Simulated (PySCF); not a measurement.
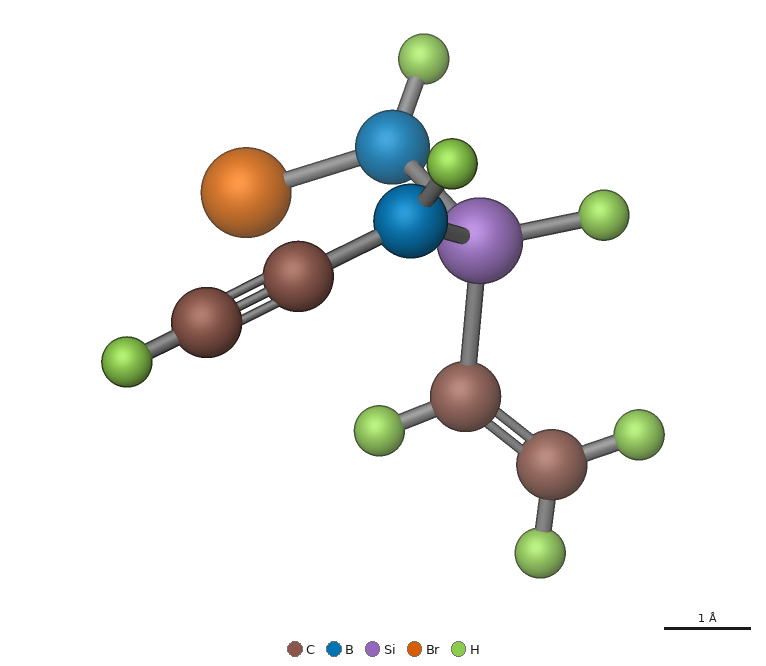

Double and triple bonds are drawn as two and three sticks.

The geometry was computed by an optimisation with GFN2-xTB. No frequency run is at hand to confirm it as a minimum.

Which formula does it have?

Answer. C4H7B2BrSi, 15 atoms: 4 carbon, 7 hydrogen, 2 boron, 1 bromine and 1 silicon.

Write the SMILES.

Answer. C#CB[Si@H](BBr)C=C

The parts below concern this one geometry. Atoms keep their numbers from picture to picture.

### Symmetry

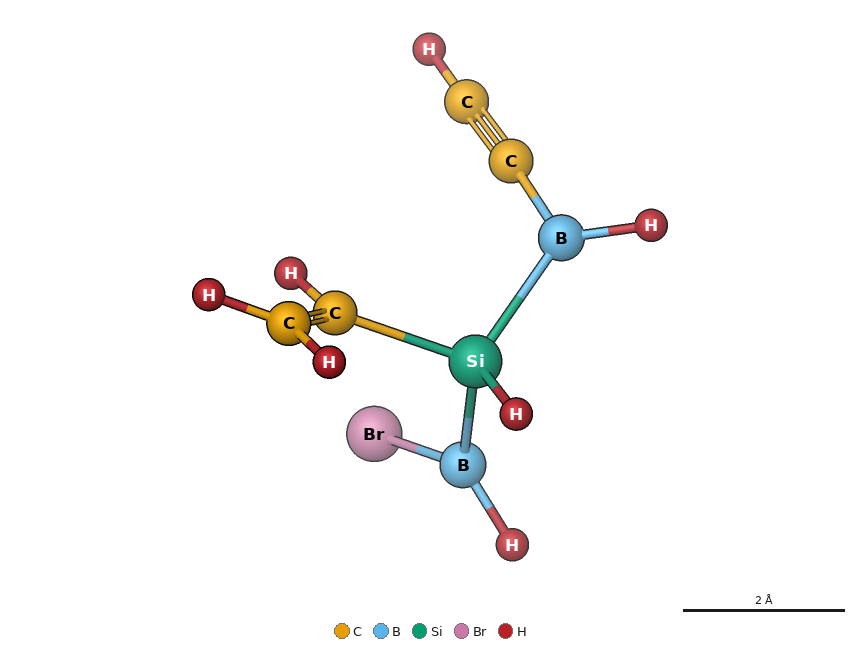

Atoms fade into the background with distance from the viewer. No frequency run is at hand to confirm it as a minimum. Masses are those of the most abundant isotopes; constants are for the rigid equilibrium geometry.

Classify the rotor and give the rotational constants (cm⁻¹).

Answer. An asymmetric top (C1): A = 0.0402, B = 0.0262, C = 0.0201 cm⁻¹. Ray's parameter κ is −0.39, nearer the prolate limit.

### Dipole moment

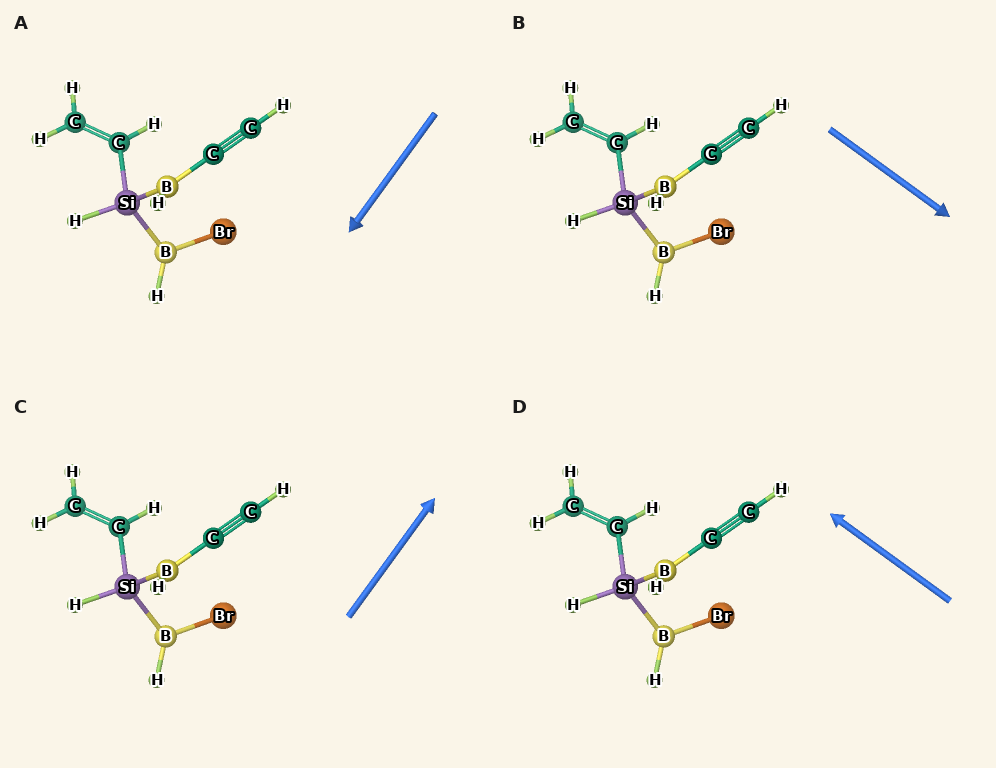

The same molecule four times, each with an arrow. No frequency run is at hand to confirm it as a minimum. Properties computed with CAM-B3LYP/def2-SVPD, gas phase (PySCF 2.14.0).

Which arrow points along the dipole moment, from the negative to the positive end?

Answer. C. The dipole moment is 0.90 D.

### Electronic properties

No frequency run is at hand to confirm it as a minimum. Properties computed with CAM-B3LYP/def2-SVPD, gas phase (PySCF 2.14.0). Excitations: vertical, linear response.

What is the LUMO energy (Kohn–Sham orbital)?

Answer. −1.89 eV.

What is the brightest of the 8 lowest singlets?

Answer. 5.72 eV.

Give the lowest vertical singlet excitation at this level.

Answer. 3.15 eV.

What is the HOMO energy (Kohn–Sham orbital)?

Answer. −8.44 eV.

### Polarisability

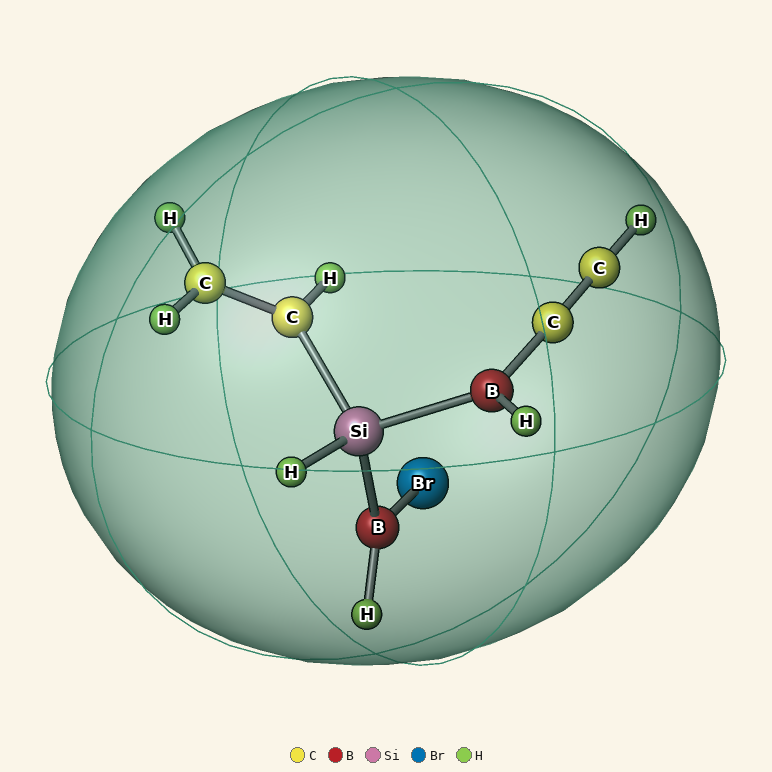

The ellipsoid shows the static dipole polarisability: its half-axes are proportional to the principal values. No frequency run is at hand to confirm it as a minimum. Level of theory: CAM-B3LYP/def2-SVPD (PySCF 2.14.0).

Give the principal values, the mean and the anisotropy.

Answer. Principal values 112.1, 116.1, 141.2 bohr³; mean 123.1 bohr³ (18.25 Å³); anisotropy 27.3 bohr³, so the longest axis is 1.26 times the shortest.

The geometry is semi-empirical. Around B, Br, Si such bond lengths and angles can be off by a tenth of an ångström or more and by several degrees, and values that hang on the shape move with them.
